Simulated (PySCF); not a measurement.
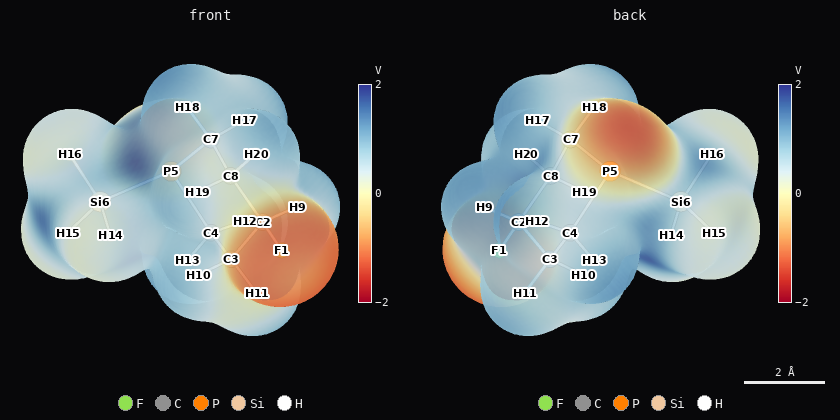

Figure. C₅H₁₂FPSi (SMILES FC1CCP([SiH3])CC1). The electrostatic potential painted on the density surface at 0.004 e/bohr³, seen from the front and from behind; red is negative and blue positive.

Geometry: PBE0-D3(BJ)/def2-SVP.

Level of theory: PBE0/pcSseg-1, SCF density, gas phase, non-relativistic (PySCF 2.14.0).

```xyz
20

F    -2.8618   -0.0328    1.1375
C    -1.9226   -0.1603    0.1336
C    -1.0746    1.0972    0.1066
C    -0.0619    1.1074   -1.0320
P     1.0939   -0.3594   -1.1305
Si    2.2379   -0.1844    0.8146
C    -0.1260   -1.7194   -0.7358
C    -1.1269   -1.4287    0.3755
H    -2.4747   -0.2517   -0.8223
H    -0.5676    1.1886    1.0816
H    -1.7507    1.9640    0.0199
H    -0.5841    1.1370   -2.0046
H     0.5583    2.0172   -0.9985
H     1.4428    0.0088    2.0694
H     3.1674    0.9780    0.6728
H     3.0361   -1.4406    0.9605
H    -0.6584   -1.9209   -1.6822
H     0.4512   -2.6322   -0.5187
H    -0.6159   -1.3336    1.3483
H    -1.8383   -2.2655    0.4734
```

Describe the electrostatic potential map.

Answer. The most negative region (about −1.2 V) lies over P5, the most positive (about +1.6 V) over Si6.

What dipole moment does the calculation give?

Answer. Its dipole moment is 0.75 D.
